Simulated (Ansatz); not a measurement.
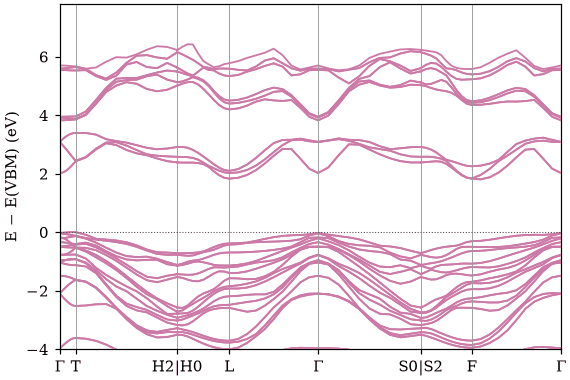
*Band structure from DFT-LDA with spin–orbit coupling in the program Ansatz with PAW potentials*

The gap is 1.80 eV; an edge lies off the plotted path or next to a special point (maximum at T, minimum off the standard path).

The material is CdI2 in space group R-3m (No. 166; Pearson symbol hR9).

The first step of the workflow began from a Materials Project structure, measured or hypothetical; the Crystallography Open Database files this formula in space group No. 166, but the cells were not matched. Its standing as an ambient phase is unchecked. Symmetry was held in the LDA relaxation; its stability against distortions is not shown here. A crystal of weakly bound layers computed without a dispersion correction: the cell and the soft elastic constants depend strongly on that.

Potentials: the later of the program's two PAW sets.
